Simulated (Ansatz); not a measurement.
```yaml
atoms:
  - { symbol: C, position_ang: [0.6162, 0.8570, 1.1303] }
  - { symbol: C, position_ang: [0.4186, -0.1821, 0.3148] }
  - { symbol: Al, position_ang: [-1.0730, -1.2683, -0.0789] }
  - { symbol: C, position_ang: [0.1650, -0.1866, -1.1526] }
  - { symbol: F, position_ang: [0.0562, 1.0160, -1.8178] }
  - { symbol: H, position_ang: [0.5854, 0.7397, 2.2085] }
  - { symbol: H, position_ang: [0.8275, 1.8561, 0.7524] }
  - { symbol: H, position_ang: [-2.3823, -2.0516, 0.3149] }
  - { symbol: H, position_ang: [0.8749, -0.8264, -1.6887] }
```

Geometry: PBE0-D4/def2-TZVP.

Theory: Ansatz, RKS PBE0-D4/def2-TZVPP.

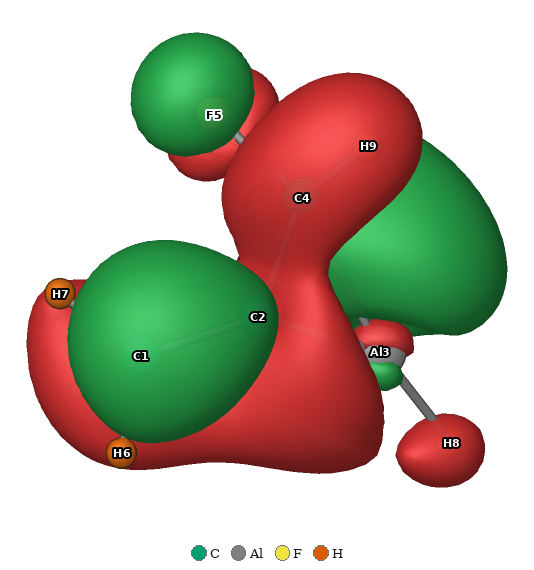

C3H4AlF (SMILES C=[C]1[AlH][CH]1F). One frontier orbital at ±0.08 Å⁻³ᐟ² (green and red are the two phases), seen at a tilt.

Question: Which orbital is it: HOMO or LUMO?

Answer: The HOMO, at −6.43 eV. By Hirshfeld shares it lies mainly on C4 (about 30 %), Al3 (about 20 %), C1 (about 20 %), C2 (about 15 %) and F5 (about 10 %).
